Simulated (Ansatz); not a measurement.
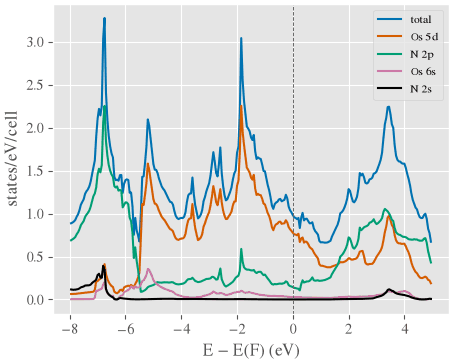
Fig. 1. Total and projected density of states of OsN2 in space group P6/mmm (No. 191; Os on 1a, N on 2e), plane-wave PAW LDA (Ansatz code)

Task: Which orbitals carry the states next to the Fermi level?

Result: Within 0.5 eV of the Fermi level: Os 5d 77 %, N 2p 17 %. Projections are on Löwdin-orthogonalised atomic valence shells; empty p or d shells of many metals are not among them.

Task: Where is the tallest occupied peak in this window, and what makes it?

Result: Near -6.8 eV, about 3.3 states/eV per cell; the largest projected share is N 2p.

The workflow started from a Materials Project entry (that database holds measured and hypothetical structures alike); the Crystallography Open Database copy checked does not list it. Whether it is the stable phase at ambient conditions was not checked. The LDA relaxation kept the symmetry of its start; its stability against distortions is not shown here. No spin polarisation was allowed. Scalar-relativistic: spin–orbit coupling is off unless named, which matters more the heavier the elements.

Potentials: the later of the program's two PAW sets.
